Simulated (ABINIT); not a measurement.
**Beyond one shot: PbF2 (Fluorocronite)**

How far does self-consistency move the gap of PbF2 (Fluorocronite)?

Main program and level: ABINIT 10.8.3; LDA and many-body steps on it, plane waves.

The database entry behind the starting cell differs from later determinations by our own check (0.1 to 0.3 % short, probably kX units), so it need not match the best structure at ambient conditions.

## (1) The structure

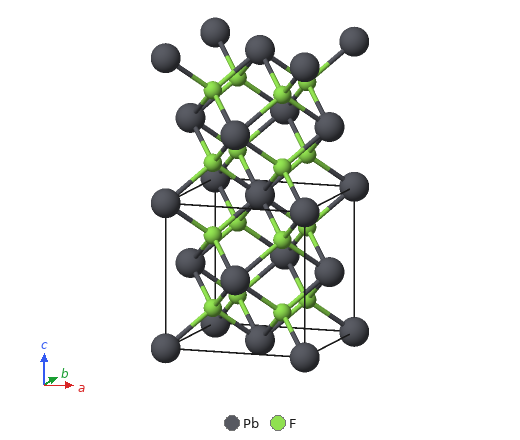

Start, viewed slightly off an axis; lead dark grey, fluorine green. 1×1×2 cells are drawn. This picture shows the conventional cell, with its axes. Some periodic images of atoms are drawn too.

The cell and positions come from the Crystallography Open Database and are kept as given unless a step says otherwise. This is not the form that PbF2 usually takes at ambient conditions. Spin-orbit coupling is left out unless a step names it.

## (2) Empty states on the mesh, 4×4×4 mesh, 89 bands

This step: ABINIT 10.8.3; DFT, LDA, plane waves, norm-conserving pseudopotentials.

The sums over transitions need many empty states on a uniform mesh; this step solves for them.

run.abi reads:

```
acell 3*1.0 Angstrom
rprim 
  -0.000000000000 2.963660000000 2.963660000000
  2.963660000000 0.000000000000 2.963660000000
  2.963660000000 2.963660000000 -0.000000000000
ntypat 2
znucl 82 9
natom 3
typat 1 2 2
xred 
  0.000000000000 0.000000000000 0.000000000000
  0.250000000000 0.250000000000 0.250000000000
  0.750000000000 0.750000000000 0.750000000000
pp_dirpath "pseudos"
pseudos "Pb.upf, F.upf"
ecut 36
ngkpt 4 4 4
nshiftk 1
shiftk 0 0 0
kptopt 1
chksymbreak 0
iscf -2
irdden 1
istwfk *1
nband 89
nbdbuf 8
tolwfr 1e-09
nstep 60
prtvol 0
indata_prefix "in"
outdata_prefix "out"
tmpdata_prefix "tmp"
```

Started as:

```console
> OMP_NUM_THREADS=1 mpirun -n 4 abinit run.abi > log
```

Numbers of over 12 decimals in the logs are rounded to 6 here.

What it wrote:

```text
.Version 10.8.3 of ABINIT. v10.8.2 released Aug 2026.

 Symmetries : space group Fm -3 m (#225); Bravais cF (face-center cubic)
[... echo of the input left out ...]
== DATASET  1 ==================================================================
-   mpi_nproc: 4, omp_nthreads: 1 (-1 if OMP is not activated)

--- !DatasetInfo
iteration_state: {dtset: 1, }
dimensions: {natom: 3, nkpt: 8, mband: 89, nsppol: 1, nspinor: 1, nspden: 1, mpw: 3695, }
cutoff_energies: {ecut:  36.0, pawecutdg:  -1.0, }
[...]
2.13037    2.13037    2.18554    2.18554    2.18554    2.20635    2.20635    2.20635
   2.23607    2.33485    2.33485    2.39589    2.71076    2.71082    2.71419    2.74644
   2.76554
 prteigrs : prtvol=0 or 1, do not print more k-points.

== END DATASET(S) ==============================================================
================================================================================

 -outvars: echo values of variables after computation  --------
            nband          89
             nkpt           8
          spgroup         225
 [... the other variables as echoed above ...]

 Calculation completed.
```

It took 20 s on 4 MPI ranks of Arm Neoverse V1, shared host; peak memory 0.35 GiB; 80 s of CPU time.

This step gave:

| Quantity | Value |
| --- | --- |
| gap | 4.278 eV |
| k of the valence top | -0.25, 0.5, 0.25 |
| k of the conduction bottom | 0.5, 0.5, 0 |
| least direct gap | 4.434 eV |
| k points computed | 8 |
| lowest point of the top converged band, above the valence top | 57.7306 eV |

On this mesh the gap is 4.278 eV.

The density comes from a self-consistent run that is not shown.

## (3) Screening, 4×4×4 mesh, 81 bands, screening to 130.6 eV

The RPA dielectric matrix is built and inverted for each q.

This step: RPA screening on LDA, plane waves, norm-conserving pseudopotentials.

Edit run.abi of step 2 so:

```diff
@@ -21,10 +21,11 @@
 chksymbreak 0
-iscf -2
-irdden 1
 istwfk *1
-nband 89
-nbdbuf 8
-tolwfr 1e-09
-nstep 60
-prtvol 0
+occopt 1
+irdwfk 1
+optdriver 3
+nband 81
+ecuteps 4.8
+inclvkb 2
+awtr 1
+symchi 1
 indata_prefix "in"
```

What it wrote:

```text
.Version 10.8.3 of ABINIT. v10.8.2 released Aug 2026.

 Symmetries : space group Fm -3 m (#225); Bravais cF (face-center cubic)
[... echo of the input left out ...]
== DATASET  1 ==================================================================
-   mpi_nproc: 4, omp_nthreads: 1 (-1 if OMP is not activated)

--- !DatasetInfo
iteration_state: {dtset: 1, }
dimensions: {natom: 3, nkpt: 8, mband: 81, nsppol: 1, nspinor: 1, nspden: 1, mpw: 3695, }
cutoff_energies: {ecut:  36.0, pawecutdg:  -1.0, }
electrons: {nelect:   3.60000000E+01, charge:   0.00000000E+00, occopt:   1.00000000E+00, tsmear:   1.00000000E-02, }

 SCREENING: Calculation of the susceptibility and dielectric matrices

 Based on a program developped by R.W. Godby, V. Olevano, G. Onida, and L. Reining.
 Incorporated in ABINIT by V. Olevano, G.-M. Rignanese, and M. Torrent.
.Using double precision arithmetic ; gwpc =  8

[... cell and pseudopotentials left out ...]
--------------------------------------------------------------------------------

 ==== K-mesh for the wavefunctions ====
 Number of points in the irreducible wedge :     8
[... list of points left out ...]
 Together with 48 symmetry operations and time-reversal symmetry
 yields    64 points in the full Brillouin Zone.

 ==== Q-mesh for the screening function ====
 Number of points in the irreducible wedge :     8
[... list of points left out ...]
 Together with 48 symmetry operations and time-reversal symmetry
 yields    64 points in the full Brillouin Zone.

 setmesh: FFT mesh size selected  =    30x   30x   30
          total number of points  =        27000

 vcoul_init : cutoff-mode = AUXILIARY_FUNCTION
 q-points for optical limit:   1
     1)      0.000010    0.000020    0.000030

- screening: taking advantage of time-reversal symmetry
- Maximum band index for partially occupied states nbvw = 18
- Remaining bands to be divided among processors   nbcw = 63
- Number of bands treated by each node ~15

 Number of electrons calculated from density =   36.0000; Expected =   36.0000
 average of density, n =  0.102469
 r_s =    1.3257
 omega_plasma =   30.8781 [eV]

 calculating chi0 at frequencies [eV] :
  1    0.000000E+00    0.000000E+00
  2    0.000000E+00    3.087813E+01

--------------------------------------------------------------------------------
  q-point number  1        q = ( 0.000000, 0.000000, 0.000000) [r.l.u.]
--------------------------------------------------------------------------------
[... chi0 elements left out ...]
 For q-point:  0.000010 0.000020 0.000030
  dielectric constant =   3.2813
  dielectric constant without local fields =   3.8369

  Average fulfillment of the sum rule on Im[epsilon] for q-point    1 :     53.22  [%]
[... wings left out ...]
  q-point number  2        q = ( 0.250000, 0.000000, 0.000000) [r.l.u.]
--------------------------------------------------------------------------------
[... chi0 elements left out ...]
  Average fulfillment of the sum rule on Im[epsilon] for q-point    2 :     69.40  [%]

 [... 6 further q-points ...]
```

The job ended after 28 s (4 MPI ranks; peak memory 0.91 GiB; 1.9 min of CPU time).

Numbers from this step:

| Quantity | Value |
| --- | --- |
| ε∞ with local fields, on this mesh, along the program's q direction | 3.281 |
| the same without local fields | 3.837 |
| plasma frequency | 30.88 eV |
| plane waves in the screening matrix | 169 |

Local fields lower ε∞ by 14 %. On a Γ-centred mesh this coarse the value itself is usually too large, while a short band sum pulls it down.

## (4) G0W0

The self-energy is evaluated for the states that the input lists, and the levels follow from it, in one-shot runs by the linearised quasiparticle equation.

This step: G0W0 on LDA, plane waves, norm-conserving pseudopotentials.

Edit run.abi of step 3 so:

```diff
@@ -24,8 +24,19 @@
 irdwfk 1
-optdriver 3
+optdriver 4
 nband 81
+gwcalctyp 0
+ecutsigx 36
+symsigma 1
+nkptgw 3
+kptgw 
+  -0.2500000000 0.5000000000 0.2500000000
+  0.5000000000 0.5000000000 0.0000000000
+  0.0000000000 0.0000000000 0.0000000000
+bdgw 
+  17 20
+  16 21
+  16 21
 ecuteps 4.8
-inclvkb 2
-awtr 1
-symchi 1
+irdscr 1
+ppmodel 1
 indata_prefix "in"
```

What it wrote:

```text
.Version 10.8.3 of ABINIT. v10.8.2 released Aug 2026.

 Symmetries : space group Fm -3 m (#225); Bravais cF (face-center cubic)
[... echo of the input left out ...]
== DATASET  1 ==================================================================
-   mpi_nproc: 4, omp_nthreads: 1 (-1 if OMP is not activated)

--- !DatasetInfo
iteration_state: {dtset: 1, }
dimensions: {natom: 3, nkpt: 8, mband: 81, nsppol: 1, nspinor: 1, nspden: 1, mpw: 3695, }
cutoff_energies: {ecut:  36.0, pawecutdg:  -1.0, }
electrons: {nelect:   3.60000000E+01, charge:   0.00000000E+00, occopt:   1.00000000E+00, tsmear:   1.00000000E-02, }

 SIGMA: Calculation of the GW corrections

 Based on a program developped by R.W. Godby, V. Olevano, G. Onida, and L. Reining.
 Incorporated in ABINIT by V. Olevano, G.-M. Rignanese, and M. Torrent.
.Using double precision arithmetic ; gwpc =  8

[... cell and pseudopotentials left out ...]
--------------------------------------------------------------------------------

 ==== K-mesh for the wavefunctions ====
 Number of points in the irreducible wedge :     8
[... list of points left out ...]
 Together with 48 symmetry operations and time-reversal symmetry
 yields    64 points in the full Brillouin Zone.

 ==== Q-mesh for screening function ====
 Number of points in the irreducible wedge :     8
[... list of points left out ...]
 Together with 48 symmetry operations and time-reversal symmetry
 yields    64 points in the full Brillouin Zone.

 vcoul_init : cutoff-mode = AUXILIARY_FUNCTION
 q-points for optical limit:   1
     1)      0.000010    0.000020    0.000030
 setmesh: FFT mesh size selected  =    45x   45x   45
          total number of points  =        91125

 Number of electrons calculated from density =   36.0000; Expected =   36.0000
 average of density, n =  0.102469
 r_s =    1.3257
 omega_plasma =   30.8781 [eV]

 === KS Band Gaps ===
  >>>> For spin  1
   Minimum direct gap =   4.4340 [eV], located at k-point      :   0.5000  0.5000  0.0000
   Fundamental gap    =   4.2784 [eV], Top of valence bands at :  -0.2500  0.5000  0.2500
                                       Bottom of conduction at :   0.5000  0.5000  0.0000
 SIGMA fundamental parameters:
 PLASMON POLE MODEL  1
 number of plane-waves for SigmaX                 3695
 number of plane-waves for SigmaC and W            169
 number of plane-waves for wavefunctions          3695
 number of bands                                    81
 number of independent spin polarizations            1
 number of spinorial components                      1
 number of k-points in IBZ                           8
 number of q-points in IBZ                           8
 number of symmetry operations                      48
 number of k-points in BZ                           64
 number of q-points in BZ                           64
 number of frequencies for dSigma/dE                 9
 frequency step for dSigma/dE [eV]                0.25
 number of omega for Sigma on real axis              0
 max omega for Sigma on real axis  [eV]           0.00
 zcut for avoiding poles [eV]                     0.10

 EPSILON^-1 parameters (SCR file):
 dimension of the eps^-1 matrix on file            169
 dimension of the eps^-1 matrix used               169
 number of plane-waves for wavefunctions          3695
 number of bands                                    81
 number of q-points in IBZ                           8
 number of frequencies                               2
 number of real frequencies                          1
 number of imag frequencies                          1

 matrix elements of self-energy operator (all in [eV])

 Perturbative Calculation

--- !SelfEnergy_ee
iteration_state: {dtset: 1, }
kpoint     : [  -0.250,    0.500,    0.250, ]
spin       : 1
KS_gap     :    5.933
QP_gap     :    8.354
Delta_QP_KS:    2.421
data: !SigmaeeData |
     Band     E0 <VxcDFT>   SigX SigC(E0)      Z dSigC/dE  Sig(E)    E-E0       E
       17   1.653 -22.494 -30.093   6.121   0.761  -0.314 -23.619  -1.124   0.529
       18   3.116 -20.598 -25.277   3.630   0.802  -0.246 -21.439  -0.841   2.274
       19   9.049 -13.886  -9.228  -2.797   0.849  -0.178 -12.306   1.579  10.628
       20   9.049 -13.886  -9.228  -2.797   0.849  -0.178 -12.306   1.579  10.628

--- !SelfEnergy_ee
iteration_state: {dtset: 1, }
kpoint     : [   0.500,    0.500,    0.000, ]
spin       : 1
KS_gap     :    4.434
QP_gap     :    6.678
Delta_QP_KS:    2.244
data: !SigmaeeData |
     Band     E0 <VxcDFT>   SigX SigC(E0)      Z dSigC/dE  Sig(E)    E-E0       E
       16   1.590 -22.382 -29.974   6.105   0.759  -0.318 -23.510  -1.128   0.463
       17   1.590 -22.382 -29.974   6.105   0.759  -0.318 -23.510  -1.128   0.463
[...]
--- !SelfEnergy_ee
iteration_state: {dtset: 1, }
kpoint     : [   0.000,    0.000,    0.000, ]
spin       : 1
KS_gap     :    8.582
QP_gap     :   11.424
Delta_QP_KS:    2.843
data: !SigmaeeData |
     Band     E0 <VxcDFT>   SigX SigC(E0)      Z dSigC/dE  Sig(E)    E-E0       E
[...]
19   9.736 -11.871  -6.632  -3.295   0.857  -0.167 -10.205   1.667  11.403
       20   9.736 -11.871  -6.632  -3.295   0.857  -0.167 -10.205   1.667  11.403
       21   9.736 -11.871  -6.632  -3.295   0.857  -0.167 -10.205   1.667  11.403

== END DATASET(S) ==============================================================
================================================================================

 -outvars: echo values of variables after computation  --------
           etotal      0.0000000000E+00
            nband          81
             nkpt           8
          spgroup         225
 [... the other variables as echoed above ...]

 Calculation completed.
```

Run time: 10 s. Hardware: 4 MPI ranks; peak memory 0.92 GiB; 41 s of CPU time.

This step gave:

| Quantity | Value |
| --- | --- |
| G0W0 gap on the points computed | 6.497 eV |
| starting gap on the mesh | 4.278 eV |
| k of the valence top | -0.25, 0.5, 0.25 |
| k of the conduction bottom | 0.5, 0.5, 0 |
| Z at the valence top | 0.802 |
| Z at the conduction bottom | 0.862 |
| least direct G0W0 gap on the computed points | 6.678 eV |

The gap on the mesh goes from 4.28 eV to 6.50 eV, a correction of +2.22 eV.

## (5) evGW0, cycle 1

This step: evGW0 on LDA, plane waves, norm-conserving pseudopotentials.

Edit run.abi of step 4 so:

```diff
@@ -26,14 +26,24 @@
 nband 81
-gwcalctyp 0
+gwcalctyp 10
 ecutsigx 36
 symsigma 1
-nkptgw 3
+nkptgw 8
 kptgw 
+  0.0000000000 0.0000000000 0.0000000000
+  0.2500000000 0.0000000000 0.0000000000
+  0.5000000000 0.0000000000 0.0000000000
+  0.2500000000 0.2500000000 0.0000000000
+  0.5000000000 0.2500000000 0.0000000000
+  -0.2500000000 0.2500000000 0.0000000000
+  0.5000000000 0.5000000000 0.0000000000
   -0.2500000000 0.5000000000 0.2500000000
-  0.5000000000 0.5000000000 0.0000000000
-  0.0000000000 0.0000000000 0.0000000000
 bdgw 
-  17 20
-  16 21
-  16 21
+  12 22
+  12 22
+  12 22
+  12 22
+  12 22
+  12 22
+  12 22
+  12 22
 ecuteps 4.8
```

What it wrote:

```text
.Version 10.8.3 of ABINIT. v10.8.2 released Aug 2026.

 Symmetries : space group Fm -3 m (#225); Bravais cF (face-center cubic)
[... echo of the input left out ...]
== DATASET  1 ==================================================================
-   mpi_nproc: 4, omp_nthreads: 1 (-1 if OMP is not activated)

--- !DatasetInfo
iteration_state: {dtset: 1, }
dimensions: {natom: 3, nkpt: 8, mband: 81, nsppol: 1, nspinor: 1, nspden: 1, mpw: 3695, }
cutoff_energies: {ecut:  36.0, pawecutdg:  -1.0, }
electrons: {nelect:   3.60000000E+01, charge:   0.00000000E+00, occopt:   1.00000000E+00, tsmear:   1.00000000E-02, }

 SIGMA: Calculation of the GW corrections

 Based on a program developped by R.W. Godby, V. Olevano, G. Onida, and L. Reining.
 Incorporated in ABINIT by V. Olevano, G.-M. Rignanese, and M. Torrent.
.Using double precision arithmetic ; gwpc =  8

[... cell and pseudopotentials left out ...]
--------------------------------------------------------------------------------

 ==== K-mesh for the wavefunctions ====
 Number of points in the irreducible wedge :     8
[... list of points left out ...]
 Together with 48 symmetry operations and time-reversal symmetry
 yields    64 points in the full Brillouin Zone.

 ==== Q-mesh for screening function ====
 Number of points in the irreducible wedge :     8
[... list of points left out ...]
 Together with 48 symmetry operations and time-reversal symmetry
 yields    64 points in the full Brillouin Zone.

 vcoul_init : cutoff-mode = AUXILIARY_FUNCTION
 q-points for optical limit:   1
     1)      0.000010    0.000020    0.000030
 setmesh: FFT mesh size selected  =    45x   45x   45
          total number of points  =        91125

 Number of electrons calculated from density =   36.0000; Expected =   36.0000
[...]
--- !SelfEnergy_ee
iteration_state: {dtset: 1, }
kpoint     : [  -0.250,    0.500,    0.250, ]
spin       : 1
KS_gap     :    5.933
QP_gap     :    8.354
Delta_QP_KS:    2.421
data: !SigmaeeData |
     Band     E_DFT   <VxcDFT>   E(N-1)  <Hhartree>   SigX  SigC[E(N-1)]    Z     dSigC/dE  Sig[E(N)]  DeltaE  E(N)_pert E(N)_diago
[...]
21    10.424   -14.516    10.424    24.940    -9.779    -2.797     0.839    -0.191   -12.887     1.628    12.052    12.364
       22    12.993    -9.124    12.993    22.117    -3.964    -3.658     0.866    -0.154    -7.823     1.301    14.294    14.495

 New Fermi energy :        2.031932E-01 Ha ,    5.529169E+00 eV

 === QP Band Gaps ===
  >>>> For spin  1
   Minimum direct gap =   7.1073 [eV], located at k-point      :   0.5000  0.5000  0.0000
   Fundamental gap    =   6.9242 [eV], Top of valence bands at :  -0.2500  0.5000  0.2500
                                       Bottom of conduction at :   0.5000  0.5000  0.0000

 writing QP data on file : out_QPS

 Convergence of QP corrections
 >>>>> For spin  1 <<<<<
.  kptgw no:  1; Maximum DeltaE = (     NaN     NaN) for band index:  8
.  kptgw no:  2; Maximum DeltaE = (   1.667  -0.000) for band index: 10
.  kptgw no:  3; Maximum DeltaE = (   1.747   0.002) for band index:  9
.  kptgw no:  4; Maximum DeltaE = (   1.852  -0.000) for band index:  9
.  kptgw no:  5; Maximum DeltaE = (   1.778   0.000) for band index: 10
.  kptgw no:  6; Maximum DeltaE = (   1.863  -0.001) for band index: 10
.  kptgw no:  7; Maximum DeltaE = (   1.687   0.000) for band index:  9
.  kptgw no:  8; Maximum DeltaE = (   1.887  -0.001) for band index: 10

== END DATASET(S) ==============================================================
================================================================================

 -outvars: echo values of variables after computation  --------
           etotal      0.0000000000E+00
            nband          81
             nkpt           8
          spgroup         225
 [... the other variables as echoed above ...]

 Calculation completed.
```

Elapsed: 70 s, on 4 MPI ranks; peak memory 1.3 GiB; 4.6 min of CPU time.

This step gave:

```yaml
quasiparticle_gap_on_the_mesh: 6.924 eV
gap_of_the_density_functional_on_the_mesh: 4.278 eV
k_of_the_valence_top: -0.25, 0.5, 0.25
k_of_the_conduction_bottom: 0.5, 0.5, 0
z_at_the_valence_top: 0.802
z_at_the_conduction_bottom: 0.862
least_direct_quasiparticle_gap_on_the_computed_points: 7.107 eV
```

Against G0W0 in ABINIT (4×4×4 mesh, 81 bands, screening to 130.6 eV, Godby-Needs plasmon pole), the gap moves by +0.427 eV. This first cycle still uses the starting levels; it takes the full correction, at all points of the mesh, and its linearised value is 6.497 eV.

## (6) evGW0, cycle 2

The corrected levels of the last cycle go back in.

Edit run.abi of step 5 so:

```diff
@@ -51,2 +51,3 @@
 ppmodel 1
+irdqps 1
 indata_prefix "in"
```

What it wrote:

```text
.Version 10.8.3 of ABINIT. v10.8.2 released Aug 2026.

 Symmetries : space group Fm -3 m (#225); Bravais cF (face-center cubic)
[... echo of the input left out ...]
== DATASET  1 ==================================================================
-   mpi_nproc: 4, omp_nthreads: 1 (-1 if OMP is not activated)

--- !DatasetInfo
iteration_state: {dtset: 1, }
dimensions: {natom: 3, nkpt: 8, mband: 81, nsppol: 1, nspinor: 1, nspden: 1, mpw: 3695, }
cutoff_energies: {ecut:  36.0, pawecutdg:  -1.0, }
[...]
.  kptgw no:  3; Maximum DeltaE = (  -0.133   0.000) for band index: 10
[...]
.  kptgw no:  7; Maximum DeltaE = (  -0.157   0.000) for band index: 10
.  kptgw no:  8; Maximum DeltaE = (  -0.197  -0.003) for band index: 10

== END DATASET(S) ==============================================================
================================================================================

 -outvars: echo values of variables after computation  --------
           etotal      0.0000000000E+00
            nband          81
             nkpt           8
          spgroup         225
 [... the other variables as echoed above ...]

 Calculation completed.
```

The job ended after 70 s (4 MPI ranks; peak memory 1.3 GiB; 4.6 min of CPU time).

Numbers from this step:

| Item | Value |
| --- | --- |
| quasiparticle gap on the mesh | 6.788 eV |
| gap of the density functional on the mesh | 4.278 eV |
| k of the valence top | -0.25, 0.5, 0.25 |
| k of the conduction bottom | 0.5, 0.5, 0 |
| least direct quasiparticle gap on the computed points | 6.964 eV |

Against the cycle before, the gap moves by −0.136 eV.

[end of part 1 of 3]

[Paths, hosts, dates, memory and timing lines, banners, echoed tables and standing remarks are left out of the program output.]

[Logs are printed without paths, hosts, clocks, repeated set-up lines and the standing remarks that a program may print on its own settings, such as how far it seeks lower states.]

[Runs of the session that timed out or met a known fault of the program may be left out.]

[No measured gap is set beside runs whose start may be inverted or whose files or cutoffs have a known fault.]

[Loops that did not settle are left out.]

[Hosts, paths, dates, database ids (printed as entryN), source tags and the programs' standing remarks are cut or masked in the printed files.]

[G0W0 gaps are taken among the corrected bands and points alone; a level outside them can change the order at an edge.]

[Where Ansatz stands beside ABINIT at settings called matched, ABINIT's density can come from a denser mesh and the files from another edition; pairs whose starting gaps differed by over 0.03 eV were left out, so agreement reads better than it is.]
